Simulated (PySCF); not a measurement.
**U-r2SCAN/STO-3G run of N2H (dinitrogen monohydride)**

What is the vertical doublet–quartet gap of N2H (dinitrogen monohydride) at U-r2SCAN/STO-3G? 

Program for the calculation: PySCF 2.14.0.

9 further runs of the same task are left out: 9 set aside as unsound or not needed.

### Step 1. The molecule

The species is N2H (3 atoms), meant as a doublet with charge 0. As SMILES, `[N]=N`. Geometry: relaxed at PBE0-D4/def2-TZVP.

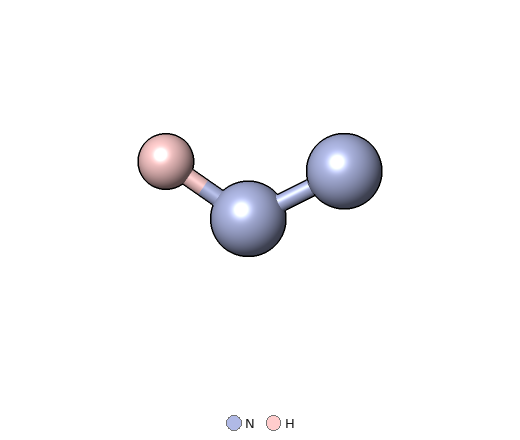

Viewed from a chosen angle; nitrogen light blue, hydrogen pink.

### Step 2. A single-point energy at U-r2SCAN/STO-3G

Input file input.py:

```python
from pyscf import gto, dft

molecule = gto.M(
    atom=[
    ('N', (0.710530, -0.606720, 0.326180)),
    ('N', (-0.268660, -0.217710, -0.170100)),
    ('H', (-0.441870, 0.824430, -0.156080)),
],
    verbose=3,
    spin=1,
    basis='sto-3g',
    max_memory=1860,
)

ks = dft.UKS(molecule, xc='r2scan')
ks.conv_tol = 1e-10
ks.grids.level = 5
ks.kernel()
if not ks.converged:
    ks = ks.newton().run(ks.mo_coeff, ks.mo_occ)

e_tot = ks.e_tot
print('Final energy', e_tot)
```

Run with:

```sh
$ OMP_NUM_THREADS=1 python input.py
```

Log:

```text
converged SCF energy = -108.514752868584  <S^2> = 0.75340084  2S+1 = 2.003398
Final energy -108.51475286858361
```

Wall time 4.2 s (1 thread of AMD EPYC 7R43 (Zen 3), shared host); peak memory 0.17 GiB.

### Step 3. The quartet, same level

Input file run.py:

```python
from pyscf import gto, dft

molecule = gto.M(
    atom='''
N      1.342707    -1.146535     0.616391
N     -0.507694    -0.411412    -0.321442
H     -0.835013     1.557947    -0.294948
''',
    basis='sto-3g',
    verbose=3,
    spin=3,
    unit='bohr',
    max_memory=1860,
)

calc0 = dft.UKS(molecule, xc='r2scan')
calc0.grids.level = 5
calc0.conv_tol = 1e-10
calc0.kernel()
if not calc0.converged:
    calc0 = calc0.newton().run(calc0.mo_coeff, calc0.mo_occ)

e_tot = calc0.e_tot
print('Final energy', e_tot)
```

Run with:

```sh
$ OMP_NUM_THREADS=1 python run.py
```

Log:

```text
WARN: HOMO -0.0113669640339663 >= LUMO -0.345204184293919

WARN: HOMO 0.00213234232884318 >= LUMO -0.165625559737287

WARN: HOMO -0.00971360611095795 >= LUMO -0.178721164956684

WARN: HOMO -0.0184738333107636 >= LUMO -0.183717004336164

WARN: HOMO -0.0156606450630165 >= LUMO -0.18083615092714

WARN: HOMO -0.0160706585654474 >= LUMO -0.18118539877099

WARN: HOMO -0.0160538202844295 >= LUMO -0.181126029573784

WARN: HOMO -0.0160551786036041 >= LUMO -0.181125701657119

WARN: HOMO -0.0160548033321262 >= LUMO -0.181124863836938

WARN: HOMO -0.016054798752025 >= LUMO -0.181124815973332

converged SCF energy = -108.288243605184  <S^2> = 3.7508407  2S+1 = 4.0004203
Final energy -108.2882436051838
```

Run time: 4.2 s. Hardware: 1 thread of AMD EPYC 7R43 (Zen 3), shared host; peak memory 0.17 GiB.

### Step 4. Outcome

Level: U-r2SCAN/STO-3G.

| quantity | value |
| --- | --- |
| doublet: total energy | -108.51475 Eh |
| doublet: dipole moment | 1.79 D |
| doublet: HOMO energy (highest over α and β) | -2.49 eV |
| doublet: LUMO energy (lowest over α and β) | 0.27 eV |
| doublet: ⟨S²⟩ | 0.753 |
| quartet: total energy | -108.28824 Eh |
| quartet: dipole moment | 0.93 D |
| quartet: HOMO energy (highest over α and β) | -0.44 eV |
| quartet: ⟨S²⟩ | 3.751 |
| vertical energy of the quartet above the doublet | 6.164 eV |

**Reading.** At this shape the quartet lies 6.16 eV (142 kcal/mol) above the doublet. In a minimal basis such a difference can be off by several eV, whatever the method.
